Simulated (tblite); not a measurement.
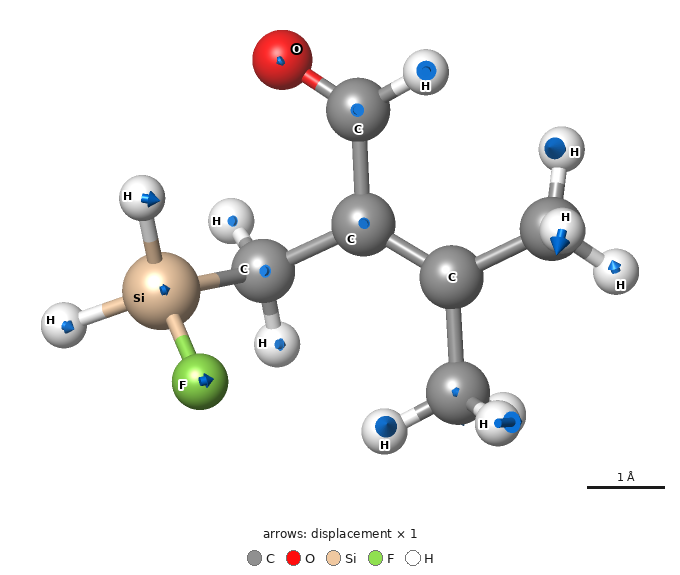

This is a relaxation of C6H11FOSi. The starting structure is drawn; blue arrows show the displacements, at their true length. The two geometries are superimposed by the best rigid fit.

A ball-and-stick model, seen face on.

These are results of tblite 0.8.0, GFN2-xTB geometry optimisation, gas phase, not measurements. 

Atoms of which element are displaced furthest, and by how much?

Answer. Hydrogen: up to 0.77 Å, against 0.19 Å for fluorine.

What did the optimiser do to the structure, and how much energy did it gain?

Answer. The largest move after the best rigid fit is that of an H atom, 0.77 Å. Largest moves by element: H 0.77 Å, F 0.19 Å, C 0.19 Å, Si 0.13 Å, O 0.09 Å. Near-neighbour distances that change, for instance: C–C 1.502 → 1.457 Å, H–Si 1.489 → 1.456 Å, C–Si 1.873 → 1.904 Å, C–C 1.525 → 1.502 Å. Bond angles that change, for instance: H–Si–H 109.8° → 115.9°, F–Si–H 108.6° → 103.8°, C–C–Si 115.5° → 111.3°. Groups turn about C–C by about 45°. After 152 geometry steps the energy has fallen by 18.1 kJ/mol.
